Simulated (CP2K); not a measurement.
# A workflow on HNO3 (peroxynitrous acid)

We compute a series of 8 runs (HSE06/TZVP-MOLOPT-PBE0-GTH, UHSE06/TZVP-MOLOPT-PBE0-GTH) of HNO3. The setting varied is the cutoff. 

The results are computed with CP2K 2026.2.

8 further runs of the same task are left out: 8 set aside as unsound or not needed.

## Step 1: The structure to begin with

HNO3: 5 atoms, total charge 0, spin state singlet. SMILES: `O=NOO`. Geometry: relaxed at GFN2-xTB. This is one conformer, not always the lowest.

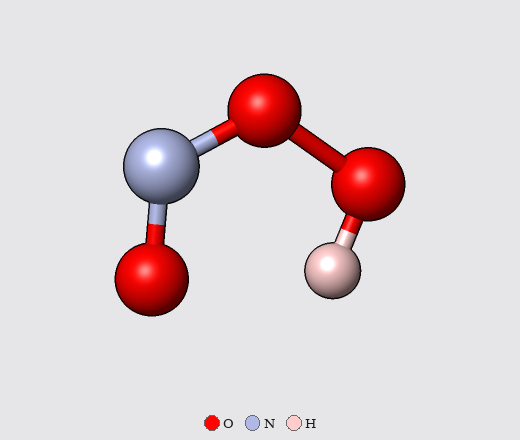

Viewed from a chosen angle; oxygen red, nitrogen light blue, hydrogen pink.

## Step 2: Energy and forces at HSE06/TZVP-MOLOPT-PBE0-GTH (core potential, admm exchange PBEX, admm type ADMM2) (run 1)

Contents of molecule.xyz:

```xyz
5

O      0.065910    -0.913420     1.047340
N     -0.887330    -0.616080     0.379900
O     -0.768700     0.249290    -0.545570
O      0.510450     0.860430    -0.776300
H      1.079670     0.419780    -0.105350
```

Contents of mol.inp:

```
&GLOBAL
   PROJECT_NAME mol
   RUN_TYPE ENERGY_FORCE
   PRINT_LEVEL MEDIUM
&END GLOBAL

&FORCE_EVAL
   METHOD QUICKSTEP
   &DFT
      BASIS_SET_FILE_NAME BASIS_MOLOPT_UZH
      BASIS_SET_FILE_NAME BASIS_ADMM_UZH
      POTENTIAL_FILE_NAME POTENTIAL_UZH
      &QS
         METHOD GPW
         EPS_DEFAULT 1.0E-10
      &END QS
      &MGRID
         CUTOFF 350
         REL_CUTOFF 50
         NGRIDS 4
      &END MGRID
      &POISSON
         PERIODIC NONE
         POISSON_SOLVER MULTIPOLE
      &END POISSON
      &SCF
         SCF_GUESS ATOMIC
         EPS_SCF 1.0E-06
         MAX_SCF 150
         ADDED_MOS 5
         &DIAGONALIZATION
            ALGORITHM STANDARD
         &END DIAGONALIZATION
         &MIXING
            METHOD DIRECT_P_MIXING
            ALPHA 0.4
         &END MIXING
      &END SCF
      &XC
         &XC_FUNCTIONAL
            &HYB_GGA_XC_HSE06
            &END HYB_GGA_XC_HSE06
         &END XC_FUNCTIONAL
         &HF
            FRACTION 0.25
            &SCREENING
               EPS_SCHWARZ 1.0E-09
            &END SCREENING
            &INTERACTION_POTENTIAL
               POTENTIAL_TYPE SHORTRANGE
               OMEGA 0.11
            &END INTERACTION_POTENTIAL
            &MEMORY
               MAX_MEMORY 1750
            &END MEMORY
         &END HF
      &END XC
      &AUXILIARY_DENSITY_MATRIX_METHOD
         ADMM_TYPE ADMM2
         EXCH_CORRECTION_FUNC PBEX
      &END AUXILIARY_DENSITY_MATRIX_METHOD
      &PRINT
         &MOMENTS
            PERIODIC F
            REFERENCE COM
            MAX_MOMENT 1
         &END MOMENTS
         &MO ON
            ENERGIES T
            OCCUPATION_NUMBERS T
            NDIGITS 6
            &EACH
               QS_SCF 0
            &END EACH
            ADD_LAST NUMERIC
         &END MO
         &HIRSHFELD OFF
         &END HIRSHFELD
      &END PRINT
   &END DFT
   &SUBSYS
      &CELL
         ABC 9 8.8 8.8
         PERIODIC NONE
      &END CELL
      &TOPOLOGY
         COORD_FILE_NAME molecule.xyz
         COORD_FILE_FORMAT XYZ
         &CENTER_COORDINATES
         &END CENTER_COORDINATES
      &END TOPOLOGY
      &KIND O
         BASIS_SET ORB TZVP-MOLOPT-PBE0-GTH-q6
         BASIS_SET AUX_FIT admm-dzp-q6
         POTENTIAL GTH-PBE0-q6
      &END KIND
      &KIND N
         BASIS_SET ORB TZVP-MOLOPT-PBE0-GTH-q5
         BASIS_SET AUX_FIT admm-dzp-q5
         POTENTIAL GTH-PBE0-q5
      &END KIND
      &KIND H
         BASIS_SET ORB TZVP-MOLOPT-PBE0-GTH-q1
         BASIS_SET AUX_FIT admm-dzp-q1
         POTENTIAL GTH-PBE0-q1
      &END KIND
   &END SUBSYS
   &PRINT
      &FORCES ON
      &END FORCES
   &END PRINT
&END FORCE_EVAL
```

Launch:

```
$ OMP_NUM_THREADS=2 cp2k.psmp -i mol.inp > mol.out 2>&1
```

Standard output:

```text
CP2K| version string:                                       CP2K version 2026.2
[...]
 GLOBAL| Method name                                                        CP2K
[...]
 GLOBAL| Run type                                                   ENERGY_FORCE
[...]
 DFT| Spin restricted Kohn-Sham (RKS) calculation                            RKS
 DFT| Multiplicity                                                             1
[...]
 DFT| Charge                                                                   0
[...]
 FUNCTIONAL| HYB_GGA_XC_HSE06:
[...]
 QS| Method:                                                                 GPW
[...]
 QS| Density cutoff [a.u.]:                                                175.0
[...]
 QS| Relative density cutoff [a.u.]:                                        25.0
[...]
                             - Atoms:                                          5
[...]
                             - Spherical basis functions:                     74
[...]
 Number of electrons:                                                         24
[...]
     1 P_Mix/Diag. 0.40E+00    1.8     1.17542159       -56.0949320700 -5.61E+01
[...]
  *** SCF run converged in    17 steps ***
[...]
  Overlap energy of the core charge distribution:               0.00000003927359
  Self energy of the core charge distribution:               -149.72480493796212
  Core Hamiltonian energy:                                     42.70962652048389
  Hartree energy:                                              61.76092378993262
  Exchange-correlation energy:                                -10.71369827323432
  Hartree-Fock Exchange energy:                                -2.39686952604518
  Total energy:                                               -58.36482238755151
[...]
 ENERGY| Total FORCE_EVAL ( QS ) energy [hartree]            -58.364822387551428
[...]
```

Wall time 27 s (2 threads of Arm Neoverse V1, shared host); peak memory 0.78 GiB.

## Step 3: The doublet cation: energy and forces at UHSE06/TZVP-MOLOPT-PBE0-GTH (core potential, admm exchange PBEX, admm type ADMM2) (run 2)

molecule.xyz is that of step 2.

Contents of gas.inp:

```
&GLOBAL
  PROJECT_NAME gas
  RUN_TYPE ENERGY_FORCE
  PRINT_LEVEL MEDIUM
&END GLOBAL

&FORCE_EVAL
  METHOD QUICKSTEP
  &DFT
    BASIS_SET_FILE_NAME BASIS_MOLOPT_UZH
    BASIS_SET_FILE_NAME BASIS_ADMM_UZH
    POTENTIAL_FILE_NAME POTENTIAL_UZH
    CHARGE 1
    MULTIPLICITY 2
    LSD T
    ! Quickstep
    &QS
      METHOD GPW
      EPS_DEFAULT 1.0E-10
    &END QS
    ! real-space grids
    &MGRID
      CUTOFF 350
      REL_CUTOFF 50
      NGRIDS 4
    &END MGRID
    &POISSON
      PERIODIC NONE
      POISSON_SOLVER MULTIPOLE
    &END POISSON
    &SCF
      SCF_GUESS ATOMIC
      EPS_SCF 1.0E-06
      MAX_SCF 30
      &OT
        MINIMIZER CG
        PRECONDITIONER FULL_ALL
      &END OT
      &OUTER_SCF
        EPS_SCF 1.0E-06
        MAX_SCF 8
      &END OUTER_SCF
    &END SCF
    &XC
      &XC_FUNCTIONAL
        &HYB_GGA_XC_HSE06
        &END HYB_GGA_XC_HSE06
      &END XC_FUNCTIONAL
      &HF
        FRACTION 0.25
        &SCREENING
          EPS_SCHWARZ 1.0E-09
        &END SCREENING
        &INTERACTION_POTENTIAL
          POTENTIAL_TYPE SHORTRANGE
          OMEGA 0.11
        &END INTERACTION_POTENTIAL
        &MEMORY
          MAX_MEMORY 1750
        &END MEMORY
      &END HF
    &END XC
    &AUXILIARY_DENSITY_MATRIX_METHOD
      ADMM_TYPE ADMM2
      EXCH_CORRECTION_FUNC PBEX
    &END AUXILIARY_DENSITY_MATRIX_METHOD
    &PRINT
      &MOMENTS
        PERIODIC F
        REFERENCE COM
        MAX_MOMENT 1
      &END MOMENTS
      &MO_CUBES
        NLUMO 1
        NHOMO -1
        WRITE_CUBE F
      &END MO_CUBES
      &HIRSHFELD OFF
      &END HIRSHFELD
    &END PRINT
  &END DFT
  &SUBSYS
    ! box in angstrom
    &CELL
      ABC 9 8.8 8.8
      PERIODIC NONE
    &END CELL
    &TOPOLOGY
      COORD_FILE_NAME molecule.xyz
      COORD_FILE_FORMAT XYZ
      &CENTER_COORDINATES
      &END CENTER_COORDINATES
    &END TOPOLOGY
    &KIND O
      BASIS_SET ORB TZVP-MOLOPT-PBE0-GTH-q6
      BASIS_SET AUX_FIT admm-dzp-q6
      POTENTIAL GTH-PBE0-q6
    &END KIND
    &KIND N
      BASIS_SET ORB TZVP-MOLOPT-PBE0-GTH-q5
      BASIS_SET AUX_FIT admm-dzp-q5
      POTENTIAL GTH-PBE0-q5
    &END KIND
    &KIND H
      BASIS_SET ORB TZVP-MOLOPT-PBE0-GTH-q1
      BASIS_SET AUX_FIT admm-dzp-q1
      POTENTIAL GTH-PBE0-q1
    &END KIND
  &END SUBSYS
  &PRINT
    &FORCES ON
    &END FORCES
  &END PRINT
&END FORCE_EVAL
```

Launch:

```
$ OMP_NUM_THREADS=2 cp2k.psmp -i gas.inp > gas.out 2>&1
```

Standard output:

```text
CP2K| version string:                                       CP2K version 2026.2
[...]
 GLOBAL| Method name                                                        CP2K
[...]
 GLOBAL| Run type                                                   ENERGY_FORCE
[...]
 DFT| Spin unrestricted (spin-polarized) Kohn-Sham calculation               UKS
 DFT| Multiplicity                                                             2
[...]
 DFT| Charge                                                                   1
[...]
 FUNCTIONAL| HYB_GGA_XC_HSE06:
[...]
 QS| Method:                                                                 GPW
[...]
 QS| Density cutoff [a.u.]:                                                175.0
[...]
 QS| Relative density cutoff [a.u.]:                                        25.0
[...]
                             - Atoms:                                          5
[...]
                             - Spherical basis functions:                     74
[...]
 Number of electrons:                                                         12
[...]
     1 OT CG       0.15E+00    3.1     0.08313653       -55.5682152924 -5.56E+01
[...]
  *** SCF run converged in    17 steps ***
[...]
  Overlap energy of the core charge distribution:               0.00000003927359
  Self energy of the core charge distribution:               -149.72480493796212
  Core Hamiltonian energy:                                     42.05027135544911
  Hartree energy:                                              62.43220444405475
  Exchange-correlation energy:                                -10.37994837070596
  Hartree-Fock Exchange energy:                                -2.31347275357024
  Total energy:                                               -57.93575022346087
[...]
 ENERGY| Total FORCE_EVAL ( QS ) energy [hartree]            -57.935750223789370
[...]
```

Run time: 3.1 min. Hardware: 2 threads of Arm Neoverse V1, shared host; peak memory 0.96 GiB.

Runs 3 to 7 aren't shown in full; the table further down has their settings and results.

## Step 4: The doublet cation: energy and forces at UHSE06/TZVP-MOLOPT-PBE0-GTH (core potential, admm exchange PBEX, admm type ADMM2) (run 8)

molecule.xyz is that of step 3.

Contents of run.inp:

```
&GLOBAL
  PROJECT run
  RUN_TYPE ENERGY_FORCE
  PRINT_LEVEL MEDIUM
&END

&FORCE_EVAL
  METHOD QUICKSTEP
  &DFT
    BASIS_SET_FILE_NAME BASIS_MOLOPT_UZH
    BASIS_SET_FILE_NAME BASIS_ADMM_UZH
    POTENTIAL_FILE_NAME POTENTIAL_UZH
    CHARGE 1
    MULTIPLICITY 2
    UKS T
    &QS
      METHOD GPW
      EPS_DEFAULT 1.0E-10
    &END
    &MGRID
      CUTOFF 800
      REL_CUTOFF 50
      NGRIDS 4
    &END
    &POISSON
      PERIODIC NONE
      POISSON_SOLVER MULTIPOLE
    &END
    &SCF
      SCF_GUESS ATOMIC
      EPS_SCF 1.0E-06
      MAX_SCF 30
      &OT ON
        MINIMIZER CG
        PRECONDITIONER FULL_ALL
      &END
      &OUTER_SCF
        EPS_SCF 1.0E-06
        MAX_SCF 8
      &END
    &END
    &XC
      &XC_FUNCTIONAL
        &HYB_GGA_XC_HSE06
        &END
      &END
      &HF
        FRACTION 0.25
        &SCREENING
          EPS_SCHWARZ 1.0E-09
          SCREEN_ON_INITIAL_P F
        &END
        &INTERACTION_POTENTIAL
          POTENTIAL_TYPE SHORTRANGE
          OMEGA 0.11
        &END
        &MEMORY
          MAX_MEMORY 1750
        &END
      &END
    &END
    &AUXILIARY_DENSITY_MATRIX_METHOD
      ADMM_TYPE ADMM2
      EXCH_CORRECTION_FUNC PBEX
    &END
    &PRINT
      &MOMENTS
        PERIODIC F
        REFERENCE COM
        MAX_MOMENT 1
      &END
      &MO_CUBES
        NLUMO 1
        NHOMO -1
        WRITE_CUBE F
      &END
      &HIRSHFELD OFF
      &END
    &END
  &END
  &SUBSYS
    &CELL
      ABC [angstrom] 9 8.8 8.8
      PERIODIC NONE
    &END
    &TOPOLOGY
      COORD_FILE_NAME molecule.xyz
      COORD_FILE_FORMAT XYZ
      &CENTER_COORDINATES
      &END
    &END
    &KIND O
      BASIS_SET ORB TZVP-MOLOPT-PBE0-GTH-q6
      BASIS_SET AUX_FIT admm-dzp-q6
      POTENTIAL GTH-PBE0-q6
    &END
    &KIND N
      BASIS_SET ORB TZVP-MOLOPT-PBE0-GTH-q5
      BASIS_SET AUX_FIT admm-dzp-q5
      POTENTIAL GTH-PBE0-q5
    &END
    &KIND H
      BASIS_SET ORB TZVP-MOLOPT-PBE0-GTH-q1
      BASIS_SET AUX_FIT admm-dzp-q1
      POTENTIAL GTH-PBE0-q1
    &END
  &END
  &PRINT
    &FORCES ON
    &END
  &END
&END
```

Launch:

```
$ OMP_NUM_THREADS=2 cp2k.psmp run.inp > run.out
```

Standard output:

```text
CP2K| version string:                                       CP2K version 2026.2
[...]
 GLOBAL| Method name                                                        CP2K
[...]
 GLOBAL| Run type                                                   ENERGY_FORCE
[...]
 DFT| Spin unrestricted (spin-polarized) Kohn-Sham calculation               UKS
 DFT| Multiplicity                                                             2
[...]
 DFT| Charge                                                                   1
[...]
 FUNCTIONAL| HYB_GGA_XC_HSE06:
[...]
 QS| Method:                                                                 GPW
[...]
 QS| Density cutoff [a.u.]:                                                400.0
[...]
 QS| Relative density cutoff [a.u.]:                                        25.0
[...]
                             - Atoms:                                          5
[...]
                             - Spherical basis functions:                     74
[...]
 Number of electrons:                                                         12
[...]
     1 OT CG       0.15E+00   10.1     0.08314390       -55.5680413145 -5.56E+01
[...]
  *** SCF run converged in    18 steps ***
[...]
  Overlap energy of the core charge distribution:               0.00000003927359
  Self energy of the core charge distribution:               -149.72480493796212
  Core Hamiltonian energy:                                     42.05018802349645
  Hartree energy:                                              62.43234838846485
  Exchange-correlation energy:                                -10.37990465817315
  Hartree-Fock Exchange energy:                                -2.31350125665903
  Total energy:                                               -57.93567440155942
[...]
 ENERGY| Total FORCE_EVAL ( QS ) energy [hartree]            -57.935674401567070
[...]
```

It took 13 min on 2 threads of Arm Neoverse V1, shared host; peak memory 2.4 GiB.

## Step 5: Overview of the runs

| run | level | cutoff | iteration cap | partner | energy (Eh) | HOMO energy (eV) | LUMO energy (eV) | largest force (eV/Å) | wall time |
| --- | --- | --- | --- | --- | --- | --- | --- | --- | --- |
| 1 | HSE06/TZVP-MOLOPT-PBE0-GTH (core potential, admm exchange PBEX, admm type ADMM2) | 350 | 150 | base | -58.364822 | -8.40 | -2.99 | 2.727 | 27 s |
| 2 | UHSE06/TZVP-MOLOPT-PBE0-GTH (core potential, admm exchange PBEX, admm type ADMM2) | 350 | 30 | cation | -57.935750 | -16.79 | -14.91 | 2.884 | 3.1 min |
| 3 | HSE06/TZVP-MOLOPT-PBE0-GTH (core potential, admm exchange PBEX, admm type ADMM2) | 450 | 150 | base | -58.364697 | -8.40 | -2.99 | 2.642 | 49 s |
| 4 | UHSE06/TZVP-MOLOPT-PBE0-GTH (core potential, admm exchange PBEX, admm type ADMM2) | 450 | 30 | cation | -57.935657 | -16.79 | -14.91 | 2.962 | 5.3 min |
| 5 | HSE06/TZVP-MOLOPT-PBE0-GTH (core potential, admm exchange PBEX, admm type ADMM2) | 600 | 150 | base | -58.364777 | -8.40 | -2.99 | 2.676 | 68 s |
| 6 | UHSE06/TZVP-MOLOPT-PBE0-GTH (core potential, admm exchange PBEX, admm type ADMM2) | 600 | 30 | cation | -57.935733 | -16.79 | -14.91 | 2.958 | 8.5 min |
| 7 | HSE06/TZVP-MOLOPT-PBE0-GTH (core potential, admm exchange PBEX, admm type ADMM2) | 800 | 150 | base | -58.364704 | -8.40 | -2.99 | 2.683 | 98 s |
| 8 | UHSE06/TZVP-MOLOPT-PBE0-GTH (core potential, admm exchange PBEX, admm type ADMM2) | 800 | 30 | cation | -57.935674 | -16.79 | -14.91 | 2.940 | 13 min |

Convergence of the total energy of singlet HNO3 with the cutoff, against the last point:

| cutoff | from the last (mEh) | wall time |
| --- | --- | --- |
| 350 Ry | -0.118 | 27 s |
| 450 Ry | +0.007 | 49 s |
| 600 Ry | -0.073 | 68 s |
| 800 Ry | +0.000 | 98 s |

Convergence of the HOMO energy of singlet HNO3 with the cutoff, against the last point:

| cutoff | from the last (eV) | wall time |
| --- | --- | --- |
| 350 Ry | -0.0012 | 27 s |
| 450 Ry | -0.0000 | 49 s |
| 600 Ry | -0.0002 | 68 s |
| 800 Ry | +0.0000 | 98 s |

## Step 6: Summary of results

```
                                                              quantity         value
                                   doublet cation, run 8: total energy  -57.93567 Eh
             doublet cation, run 8: HOMO energy (highest over α and β)     -16.79 eV
              doublet cation, run 8: LUMO energy (lowest over α and β)     -14.91 eV
                                           doublet cation, run 8: ⟨S²⟩         0.760
                       doublet cation, run 8: largest force on an atom    2.940 eV/Å
vertical ionisation energy (to the doublet cation) (run 1, cutoff 350)     11.676 eV
vertical ionisation energy (to the doublet cation) (run 3, cutoff 450)     11.675 eV
vertical ionisation energy (to the doublet cation) (run 5, cutoff 600)     11.675 eV
vertical ionisation energy (to the doublet cation) (run 7, cutoff 800)     11.674 eV
```

What this shows: For the total energy of singlet HNO3 to stay within 0.1 mEh of the last point, 450 Ry is the first point of the series from which all later ones do (49 s against 98 s). For the HOMO energy of singlet HNO3 to stay within 0.001 eV of the last point, 450 Ry is the first point of the series from which all later ones do (49 s against 98 s). All runs together took 34 min, the longest 13 min.
